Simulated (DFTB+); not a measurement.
# C3H5O2: geometry relaxation (part 3 of 5)

Continued. System: C3H5O2, multiplicity 2, SMILES [CH2]C(=O)OC. Method: DFTB2, U-SCC (DFTB+ 25.1). The run did not end well. The geometry comes from this level: GFN2-xTB. The run did not end well; see the last part.

Geometry of the input (Å):
```
C  0.0291  0.9045  -1.7518
C  -0.2998  0.0355  -0.6722
O  -1.1636  -0.8239  -0.6884
O  0.4750  0.2680  0.4187
C  0.2126  -0.5560  1.5381
H  -0.5115  0.8227  -2.6753
H  0.8082  1.6336  -1.6368
H  0.3790  -1.6065  1.2853
H  -0.8250  -0.4405  1.8615
H  0.8961  -0.2374  2.3209
```

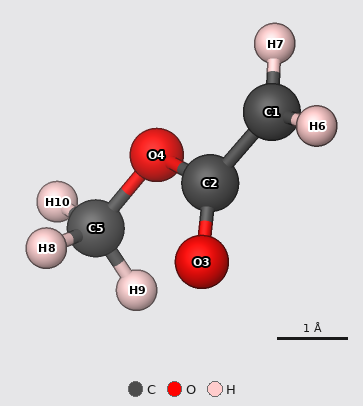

The geometry at step 81 of the log (ball-and-stick view, seen at a tilt; atoms are numbered from 1 in the order of the input).

### Trajectory as extended XYZ, continued
```
10
Properties=species:S:1:pos:R:3 step=34 energy=-370.11627
C     0.0181    0.9140   -1.7890
C    -0.2753    0.0593   -0.6713
O    -1.1346   -0.8208   -0.6431
O     0.5336    0.3096    0.4586
C     0.2090   -0.5697    1.5598
H    -0.5463    0.8100   -2.7180
H     0.8030    1.6717   -1.7277
H     0.3732   -1.6237    1.2717
H    -0.8470   -0.4397    1.8573
H     0.8677   -0.3074    2.4011
10
Properties=species:S:1:pos:R:3 step=36 energy=-370.11627
C     0.0181    0.9140   -1.7890
C    -0.2752    0.0592   -0.6711
O    -1.1344   -0.8209   -0.6427
O     0.5337    0.3097    0.4586
C     0.2090   -0.5696    1.5597
H    -0.5463    0.8100   -2.7181
H     0.8030    1.6717   -1.7275
H     0.3730   -1.6236    1.2715
H    -0.8470   -0.4398    1.8572
H     0.8677   -0.3075    2.4009
10
Properties=species:S:1:pos:R:3 step=38 energy=-370.11627
C     0.0181    0.9139   -1.7890
C    -0.2752    0.0592   -0.6711
O    -1.1343   -0.8210   -0.6427
O     0.5337    0.3097    0.4586
C     0.2090   -0.5696    1.5596
H    -0.5463    0.8100   -2.7181
H     0.8030    1.6717   -1.7275
H     0.3729   -1.6236    1.2715
H    -0.8470   -0.4398    1.8572
H     0.8677   -0.3075    2.4009
10
Properties=species:S:1:pos:R:3 step=40 energy=-370.11627
C     0.0181    0.9139   -1.7890
C    -0.2752    0.0592   -0.6711
O    -1.1343   -0.8210   -0.6427
O     0.5337    0.3097    0.4586
C     0.2090   -0.5696    1.5596
H    -0.5463    0.8100   -2.7181
H     0.8030    1.6717   -1.7275
H     0.3729   -1.6236    1.2715
H    -0.8470   -0.4397    1.8572
H     0.8678   -0.3075    2.4009
10
Properties=species:S:1:pos:R:3 step=43 energy=-370.11627
C     0.0181    0.9139   -1.7890
C    -0.2752    0.0592   -0.6711
O    -1.1343   -0.8210   -0.6427
O     0.5337    0.3097    0.4586
C     0.2090   -0.5696    1.5596
H    -0.5463    0.8100   -2.7181
H     0.8030    1.6717   -1.7275
H     0.3729   -1.6236    1.2715
H    -0.8470   -0.4397    1.8572
H     0.8678   -0.3075    2.4009
10
Properties=species:S:1:pos:R:3 step=45 energy=-370.11627
C     0.0181    0.9139   -1.7889
C    -0.2752    0.0592   -0.6711
O    -1.1343   -0.8210   -0.6426
O     0.5337    0.3097    0.4586
C     0.2090   -0.5696    1.5596
H    -0.5463    0.8100   -2.7181
H     0.8030    1.6717   -1.7275
H     0.3729   -1.6236    1.2715
H    -0.8470   -0.4397    1.8572
H     0.8678   -0.3075    2.4009
10
Properties=species:S:1:pos:R:3 step=47 energy=-370.11627
C     0.0181    0.9139   -1.7889
C    -0.2752    0.0592   -0.6711
O    -1.1343   -0.8210   -0.6426
O     0.5337    0.3097    0.4586
C     0.2090   -0.5696    1.5596
H    -0.5463    0.8100   -2.7181
H     0.8030    1.6717   -1.7275
H     0.3729   -1.6236    1.2715
H    -0.8470   -0.4397    1.8572
H     0.8678   -0.3075    2.4009
10
Properties=species:S:1:pos:R:3 step=49 energy=-370.11627
C     0.0181    0.9139   -1.7889
C    -0.2752    0.0592   -0.6711
O    -1.1343   -0.8210   -0.6426
O     0.5337    0.3097    0.4586
C     0.2090   -0.5696    1.5596
H    -0.5463    0.8100   -2.7181
H     0.8029    1.6717   -1.7275
H     0.3729   -1.6236    1.2714
H    -0.8470   -0.4397    1.8572
H     0.8678   -0.3075    2.4009
10
Properties=species:S:1:pos:R:3 step=51 energy=-370.11627
C     0.0181    0.9139   -1.7889
C    -0.2752    0.0592   -0.6711
O    -1.1343   -0.8210   -0.6426
O     0.5337    0.3097    0.4586
C     0.2090   -0.5696    1.5596
H    -0.5463    0.8100   -2.7181
H     0.8029    1.6717   -1.7275
H     0.3729   -1.6236    1.2714
H    -0.8470   -0.4397    1.8572
H     0.8678   -0.3075    2.4009
10
Properties=species:S:1:pos:R:3 step=53 energy=-370.11627
C     0.0181    0.9139   -1.7889
C    -0.2752    0.0592   -0.6711
O    -1.1342   -0.8210   -0.6426
O     0.5337    0.3097    0.4586
C     0.2090   -0.5696    1.5596
H    -0.5463    0.8100   -2.7181
H     0.8029    1.6717   -1.7275
H     0.3728   -1.6236    1.2714
H    -0.8470   -0.4397    1.8572
H     0.8678   -0.3075    2.4009
10
Properties=species:S:1:pos:R:3 step=55 energy=-370.11627
C     0.0181    0.9139   -1.7889
C    -0.2752    0.0592   -0.6711
O    -1.1342   -0.8210   -0.6426
O     0.5337    0.3098    0.4586
C     0.2090   -0.5696    1.5596
H    -0.5463    0.8100   -2.7181
H     0.8029    1.6717   -1.7275
H     0.3728   -1.6236    1.2714
H    -0.8470   -0.4396    1.8572
H     0.8678   -0.3076    2.4009
10
Properties=species:S:1:pos:R:3 step=57 energy=-370.11627
C     0.0181    0.9139   -1.7889
C    -0.2752    0.0592   -0.6711
O    -1.1342   -0.8211   -0.6426
O     0.5337    0.3098    0.4586
C     0.2090   -0.5696    1.5596
H    -0.5463    0.8100   -2.7181
H     0.8029    1.6717   -1.7275
H     0.3728   -1.6236    1.2714
H    -0.8470   -0.4396    1.8572
H     0.8678   -0.3076    2.4009
10
Properties=species:S:1:pos:R:3 step=60 energy=-370.11627
C     0.0181    0.9139   -1.7889
C    -0.2752    0.0592   -0.6711
O    -1.1342   -0.8211   -0.6426
O     0.5337    0.3098    0.4587
C     0.2090   -0.5696    1.5596
H    -0.5463    0.8100   -2.7181
H     0.8029    1.6717   -1.7274
H     0.3728   -1.6236    1.2714
H    -0.8470   -0.4396    1.8572
H     0.8678   -0.3076    2.4009
10
Properties=species:S:1:pos:R:3 step=62 energy=-370.11627
C     0.0181    0.9139   -1.7889
C    -0.2752    0.0592   -0.6711
O    -1.1342   -0.8211   -0.6426
O     0.5337    0.3098    0.4587
C     0.2090   -0.5696    1.5596
H    -0.5463    0.8100   -2.7181
H     0.8029    1.6717   -1.7274
H     0.3728   -1.6236    1.2714
H    -0.8470   -0.4396    1.8572
H     0.8678   -0.3076    2.4009
10
Properties=species:S:1:pos:R:3 step=64 energy=-370.11627
C     0.0181    0.9139   -1.7889
C    -0.2752    0.0592   -0.6711
O    -1.1342   -0.8211   -0.6426
O     0.5337    0.3098    0.4587
C     0.2090   -0.5696    1.5596
H    -0.5463    0.8100   -2.7180
H     0.8029    1.6717   -1.7274
H     0.3728   -1.6236    1.2713
H    -0.8470   -0.4396    1.8572
H     0.8678   -0.3076    2.4009
10
Properties=species:S:1:pos:R:3 step=66 energy=-370.11627
C     0.0181    0.9139   -1.7889
C    -0.2752    0.0592   -0.6711
O    -1.1342   -0.8211   -0.6426
O     0.5337    0.3098    0.4587
C     0.2090   -0.5696    1.5596
H    -0.5463    0.8100   -2.7180
H     0.8029    1.6717   -1.7274
H     0.3727   -1.6236    1.2713
H    -0.8470   -0.4396    1.8572
H     0.8678   -0.3076    2.4009
10
Properties=species:S:1:pos:R:3 step=68 energy=-370.11627
C     0.0181    0.9139   -1.7889
C    -0.2752    0.0592   -0.6711
O    -1.1342   -0.8211   -0.6426
O     0.5337    0.3098    0.4587
C     0.2090   -0.5696    1.5596
H    -0.5463    0.8100   -2.7180
H     0.8029    1.6717   -1.7274
H     0.3727   -1.6236    1.2713
H    -0.8470   -0.4396    1.8572
H     0.8678   -0.3076    2.4009
10
Properties=species:S:1:pos:R:3 step=70 energy=-370.11627
C     0.0181    0.9139   -1.7889
C    -0.2752    0.0592   -0.6711
O    -1.1341   -0.8211   -0.6426
O     0.5337    0.3098    0.4587
C     0.2090   -0.5696    1.5596
H    -0.5463    0.8100   -2.7180
H     0.8029    1.6717   -1.7274
H     0.3727   -1.6236    1.2713
H    -0.8470   -0.4396    1.8572
H     0.8678   -0.3076    2.4009
10
Properties=species:S:1:pos:R:3 step=72 energy=-370.11627
C     0.0181    0.9139   -1.7889
C    -0.2752    0.0592   -0.6711
O    -1.1341   -0.8211   -0.6426
O     0.5337    0.3098    0.4587
C     0.2090   -0.5695    1.5596
H    -0.5463    0.8100   -2.7180
H     0.8029    1.6717   -1.7274
H     0.3727   -1.6235    1.2713
H    -0.8470   -0.4395    1.8572
H     0.8678   -0.3076    2.4009
10
Properties=species:S:1:pos:R:3 step=74 energy=-370.11627
C     0.0181    0.9139   -1.7889
C    -0.2752    0.0592   -0.6711
O    -1.1341   -0.8212   -0.6426
O     0.5337    0.3098    0.4587
C     0.2090   -0.5695    1.5596
H    -0.5463    0.8099   -2.7180
H     0.8029    1.6717   -1.7274
H     0.3727   -1.6235    1.2713
H    -0.8470   -0.4395    1.8572
H     0.8678   -0.3076    2.4009
10
Properties=species:S:1:pos:R:3 step=77 energy=-370.11627
C     0.0181    0.9139   -1.7889
C    -0.2751    0.0592   -0.6711
O    -1.1341   -0.8212   -0.6426
O     0.5337    0.3098    0.4587
C     0.2090   -0.5695    1.5596
H    -0.5463    0.8099   -2.7180
H     0.8029    1.6717   -1.7274
H     0.3727   -1.6235    1.2713
H    -0.8470   -0.4395    1.8572
H     0.8678   -0.3077    2.4009
10
Properties=species:S:1:pos:R:3 step=79 energy=-370.11627
C     0.0181    0.9139   -1.7889
C    -0.2751    0.0592   -0.6711
O    -1.1341   -0.8212   -0.6426
O     0.5337    0.3098    0.4587
C     0.2090   -0.5695    1.5596
H    -0.5463    0.8099   -2.7180
H     0.8029    1.6718   -1.7274
H     0.3726   -1.6235    1.2713
H    -0.8470   -0.4395    1.8572
H     0.8678   -0.3077    2.4009
10
Properties=species:S:1:pos:R:3 step=81 energy=-370.11627
C     0.0181    0.9139   -1.7889
C    -0.2751    0.0592   -0.6711
O    -1.1341   -0.8212   -0.6426
O     0.5337    0.3098    0.4587
C     0.2090   -0.5695    1.5596
H    -0.5463    0.8099   -2.7180
H     0.8029    1.6718   -1.7274
H     0.3726   -1.6235    1.2713
H    -0.8470   -0.4395    1.8572
H     0.8679   -0.3077    2.4009
10
Properties=species:S:1:pos:R:3 step=83 energy=-370.11627
C     0.0181    0.9139   -1.7889
C    -0.2751    0.0592   -0.6711
O    -1.1341   -0.8212   -0.6426
O     0.5337    0.3098    0.4587
C     0.2090   -0.5695    1.5596
H    -0.5463    0.8099   -2.7180
H     0.8029    1.6718   -1.7274
H     0.3726   -1.6235    1.2713
H    -0.8470   -0.4395    1.8572
H     0.8679   -0.3077    2.4009
10
Properties=species:S:1:pos:R:3 step=85 energy=-370.11627
C     0.0181    0.9139   -1.7889
C    -0.2751    0.0592   -0.6711
O    -1.1341   -0.8212   -0.6426
O     0.5337    0.3098    0.4587
C     0.2090   -0.5695    1.5596
H    -0.5463    0.8099   -2.7180
H     0.8029    1.6718   -1.7274
H     0.3726   -1.6235    1.2712
H    -0.8470   -0.4395    1.8572
H     0.8679   -0.3077    2.4009
10
Properties=species:S:1:pos:R:3 step=87 energy=-370.11627
C     0.0181    0.9139   -1.7889
C    -0.2751    0.0592   -0.6711
O    -1.1341   -0.8212   -0.6426
O     0.5337    0.3098    0.4587
C     0.2090   -0.5695    1.5596
H    -0.5463    0.8099   -2.7180
H     0.8028    1.6718   -1.7274
H     0.3726   -1.6235    1.2712
H    -0.8470   -0.4395    1.8572
H     0.8679   -0.3077    2.4009
10
Properties=species:S:1:pos:R:3 step=89 energy=-370.11627
C     0.0181    0.9139   -1.7889
C    -0.2751    0.0592   -0.6711
O    -1.1340   -0.8212   -0.6426
O     0.5337    0.3099    0.4587
C     0.2090   -0.5695    1.5596
H    -0.5463    0.8099   -2.7180
H     0.8028    1.6718   -1.7274
H     0.3726   -1.6235    1.2712
H    -0.8470   -0.4395    1.8572
H     0.8679   -0.3077    2.4009
10
Properties=species:S:1:pos:R:3 step=91 energy=-370.11627
C     0.0181    0.9139   -1.7889
C    -0.2751    0.0592   -0.6711
O    -1.1340   -0.8212   -0.6426
O     0.5337    0.3099    0.4587
C     0.2090   -0.5695    1.5596
H    -0.5463    0.8099   -2.7180
H     0.8028    1.6718   -1.7274
H     0.3726   -1.6235    1.2712
H    -0.8470   -0.4395    1.8572
H     0.8679   -0.3077    2.4009
10
Properties=species:S:1:pos:R:3 step=94 energy=-370.11627
C     0.0181    0.9139   -1.7889
C    -0.2751    0.0592   -0.6711
O    -1.1340   -0.8212   -0.6426
O     0.5337    0.3099    0.4587
C     0.2090   -0.5695    1.5596
H    -0.5463    0.8099   -2.7180
H     0.8028    1.6718   -1.7274
H     0.3725   -1.6235    1.2712
H    -0.8470   -0.4394    1.8573
H     0.8679   -0.3078    2.4009
10
Properties=species:S:1:pos:R:3 step=96 energy=-370.11627
C     0.0181    0.9139   -1.7889
C    -0.2751    0.0592   -0.6711
O    -1.1340   -0.8212   -0.6426
O     0.5337    0.3099    0.4587
C     0.2090   -0.5695    1.5596
H    -0.5463    0.8099   -2.7180
H     0.8028    1.6718   -1.7274
H     0.3725   -1.6235    1.2712
H    -0.8470   -0.4394    1.8573
H     0.8679   -0.3078    2.4009
10
Properties=species:S:1:pos:R:3 step=98 energy=-370.11627
C     0.0181    0.9139   -1.7889
C    -0.2751    0.0592   -0.6711
O    -1.1340   -0.8213   -0.6426
O     0.5337    0.3099    0.4587
C     0.2090   -0.5695    1.5596
H    -0.5463    0.8099   -2.7180
H     0.8028    1.6718   -1.7274
H     0.3725   -1.6235    1.2712
H    -0.8470   -0.4394    1.8573
H     0.8679   -0.3078    2.4009
10
Properties=species:S:1:pos:R:3 step=100 energy=-370.11627
C     0.0181    0.9139   -1.7889
C    -0.2751    0.0592   -0.6711
O    -1.1340   -0.8213   -0.6426
O     0.5337    0.3099    0.4587
C     0.2090   -0.5695    1.5596
H    -0.5463    0.8099   -2.7180
H     0.8028    1.6718   -1.7274
H     0.3725   -1.6235    1.2712
H    -0.8470   -0.4394    1.8573
H     0.8679   -0.3078    2.4009
10
Properties=species:S:1:pos:R:3 step=102 energy=-370.11627
C     0.0181    0.9139   -1.7889
C    -0.2751    0.0592   -0.6711
O    -1.1340   -0.8213   -0.6426
O     0.5337    0.3099    0.4587
C     0.2090   -0.5695    1.5596
H    -0.5463    0.8099   -2.7180
H     0.8028    1.6718   -1.7274
H     0.3725   -1.6235    1.2712
H    -0.8470   -0.4394    1.8573
H     0.8679   -0.3078    2.4009
10
Properties=species:S:1:pos:R:3 step=104 energy=-370.11627
C     0.0181    0.9139   -1.7889
C    -0.2751    0.0592   -0.6711
O    -1.1340   -0.8213   -0.6426
O     0.5337    0.3099    0.4587
C     0.2090   -0.5695    1.5596
H    -0.5463    0.8099   -2.7180
H     0.8028    1.6718   -1.7274
H     0.3725   -1.6235    1.2712
H    -0.8470   -0.4394    1.8573
H     0.8679   -0.3078    2.4009
10
Properties=species:S:1:pos:R:3 step=106 energy=-370.11627
C     0.0181    0.9139   -1.7889
C    -0.2751    0.0592   -0.6711
O    -1.1339   -0.8213   -0.6426
O     0.5337    0.3099    0.4587
C     0.2090   -0.5695    1.5596
H    -0.5463    0.8099   -2.7180
H     0.8028    1.6718   -1.7274
H     0.3725   -1.6235    1.2712
H    -0.8470   -0.4394    1.8573
H     0.8679   -0.3078    2.4009
10
Properties=species:S:1:pos:R:3 step=109 energy=-370.11627
C     0.0181    0.9139   -1.7889
C    -0.2751    0.0592   -0.6711
O    -1.1339   -0.8213   -0.6426
O     0.5336    0.3099    0.4587
C     0.2090   -0.5695    1.5596
H    -0.5463    0.8099   -2.7180
H     0.8028    1.6718   -1.7274
H     0.3725   -1.6235    1.2712
H    -0.8470   -0.4394    1.8573
H     0.8679   -0.3078    2.4009
10
Properties=species:S:1:pos:R:3 step=111 energy=-370.11627
C     0.0181    0.9139   -1.7889
C    -0.2751    0.0592   -0.6711
O    -1.1339   -0.8213   -0.6426
O     0.5336    0.3099    0.4587
C     0.2090   -0.5695    1.5596
H    -0.5463    0.8099   -2.7180
H     0.8028    1.6718   -1.7274
H     0.3724   -1.6235    1.2711
H    -0.8470   -0.4394    1.8573
H     0.8679   -0.3078    2.4009
10
Properties=species:S:1:pos:R:3 step=113 energy=-370.11627
C     0.0181    0.9139   -1.7889
C    -0.2751    0.0592   -0.6711
O    -1.1339   -0.8213   -0.6426
O     0.5336    0.3099    0.4587
C     0.2090   -0.5695    1.5596
H    -0.5463    0.8099   -2.7180
H     0.8028    1.6718   -1.7274
H     0.3724   -1.6235    1.2711
H    -0.8470   -0.4394    1.8573
H     0.8679   -0.3078    2.4009
10
Properties=species:S:1:pos:R:3 step=115 energy=-370.11627
C     0.0181    0.9139   -1.7889
C    -0.2751    0.0592   -0.6711
O    -1.1339   -0.8213   -0.6426
O     0.5336    0.3099    0.4587
C     0.2090   -0.5695    1.5596
H    -0.5463    0.8099   -2.7180
H     0.8028    1.6718   -1.7274
H     0.3724   -1.6235    1.2711
H    -0.8470   -0.4393    1.8573
H     0.8679   -0.3078    2.4009
10
Properties=species:S:1:pos:R:3 step=117 energy=-370.11627
C     0.0181    0.9139   -1.7889
C    -0.2751    0.0592   -0.6711
O    -1.1339   -0.8213   -0.6426
O     0.5336    0.3099    0.4587
C     0.2090   -0.5695    1.5596
H    -0.5463    0.8099   -2.7180
H     0.8028    1.6718   -1.7274
H     0.3724   -1.6235    1.2711
H    -0.8470   -0.4393    1.8573
H     0.8679   -0.3079    2.4009
10
Properties=species:S:1:pos:R:3 step=119 energy=-370.11627
C     0.0181    0.9139   -1.7889
C    -0.2751    0.0592   -0.6711
O    -1.1339   -0.8213   -0.6426
O     0.5336    0.3099    0.4587
C     0.2090   -0.5695    1.5596
H    -0.5463    0.8099   -2.7180
H     0.8028    1.6718   -1.7274
H     0.3724   -1.6235    1.2711
H    -0.8470   -0.4393    1.8573
H     0.8679   -0.3079    2.4009
10
Properties=species:S:1:pos:R:3 step=121 energy=-370.11627
C     0.0181    0.9139   -1.7889
C    -0.2751    0.0592   -0.6711
O    -1.1339   -0.8214   -0.6426
O     0.5336    0.3099    0.4587
C     0.2090   -0.5695    1.5596
H    -0.5463    0.8099   -2.7180
H     0.8028    1.6718   -1.7274
H     0.3724   -1.6235    1.2711
H    -0.8470   -0.4393    1.8573
H     0.8679   -0.3079    2.4009
10
Properties=species:S:1:pos:R:3 step=123 energy=-370.11627
C     0.0181    0.9139   -1.7889
C    -0.2751    0.0592   -0.6711
O    -1.1339   -0.8214   -0.6426
O     0.5336    0.3099    0.4587
C     0.2090   -0.5695    1.5596
H    -0.5463    0.8099   -2.7180
H     0.8028    1.6718   -1.7274
H     0.3724   -1.6235    1.2711
H    -0.8470   -0.4393    1.8574
H     0.8680   -0.3079    2.4009
10
Properties=species:S:1:pos:R:3 step=126 energy=-370.11627
C     0.0181    0.9139   -1.7889
C    -0.2751    0.0592   -0.6711
O    -1.1338   -0.8214   -0.6426
O     0.5336    0.3099    0.4587
C     0.2090   -0.5695    1.5596
H    -0.5463    0.8098   -2.7180
H     0.8028    1.6719   -1.7274
H     0.3724   -1.6235    1.2711
H    -0.8470   -0.4393    1.8574
H     0.8680   -0.3079    2.4009
10
Properties=species:S:1:pos:R:3 step=128 energy=-370.11627
C     0.0181    0.9139   -1.7889
C    -0.2751    0.0592   -0.6711
O    -1.1338   -0.8214   -0.6426
O     0.5336    0.3099    0.4587
C     0.2089   -0.5695    1.5596
H    -0.5463    0.8098   -2.7180
H     0.8027    1.6719   -1.7274
H     0.3723   -1.6235    1.2711
H    -0.8470   -0.4393    1.8574
H     0.8680   -0.3079    2.4009
```
